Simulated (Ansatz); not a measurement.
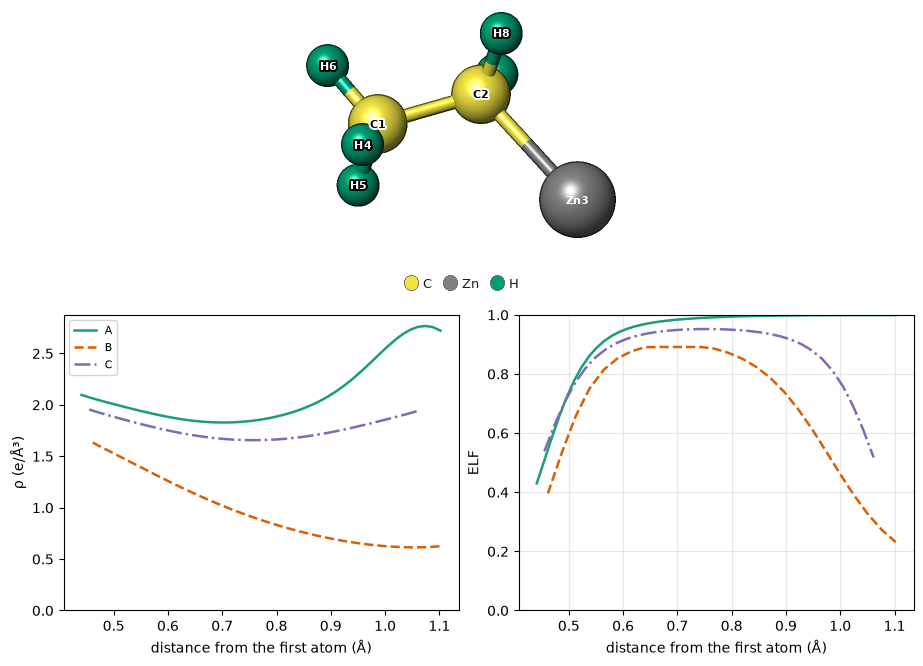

Figure 1: C₂H₅Zn (SMILES C[CH2][Zn]) (doublet). Total electron density and ELF along straight lines between neighbouring atoms. The curves leave out the atomic cores. The structure is drawn too.

Geometry: PBE0-D3(BJ)/def2-SVP.

The calculation used isolated molecule in a Gaussian basis; Kohn-Sham density functional theory, functional PBE0 in Ansatz.

Input file:

```
basis:
  gaussian:
    orbitals: def2-TZVPD
crystal:
  periodic: [false, false, false]
  atoms:
    - {symbol: C, position_ang: [-1.208760, 1.407550, 1.478976]}
    - {symbol: C, position_ang: [-2.193343, 1.280583, 2.625197]}
    - {symbol: Zn, position_ang: [-2.809324, -0.643676, 2.975651]}
    - {symbol: H, position_ang: [-1.633158, 1.053691, 0.525396]}
    - {symbol: H, position_ang: [-0.287883, 0.828496, 1.655982]}
    - {symbol: H, position_ang: [-0.896846, 2.455603, 1.316599]}
    - {symbol: H, position_ang: [-1.768533, 1.620685, 3.584929]}
    - {symbol: H, position_ang: [-3.123085, 1.847018, 2.446464]}
output:
  forces: true
  orbitals: {seedname: orbitals}
hamiltonian:
  xc: pbe0
magnetization:
  spin_polarized: true
  initial_magnetization: 1
```

Command:

```sh
ansatz run input.yaml --threads 2 --pin off --max-ram 4350MiB --events-out events.jsonl --progress --plain --runs-dir runs
```

> Which curve belongs to which contact (C–C, C–H and C–Zn)? The first atom named is at distance zero.

Curve A: C–H (1.10 Å): ρ is about 1.9 e/Å³ halfway; the ELF climbs to about 1 towards the hydrogen, as it does in any bond to H (an ordinary covalent bond to hydrogen). Curve B: C–Zn (2.05 Å): the density is about 0.62 e/Å³ at the midpoint; the ELF peaks at about 0.90 in the valence shell of C, 0.7 Å from its nucleus, and is about 0.40 at the midpoint. Curve C: C–C (1.52 Å): ρ at the midpoint is about 1.7 e/Å³; the ELF peaks at about 0.95 between the atoms: localised, covalent bonding.
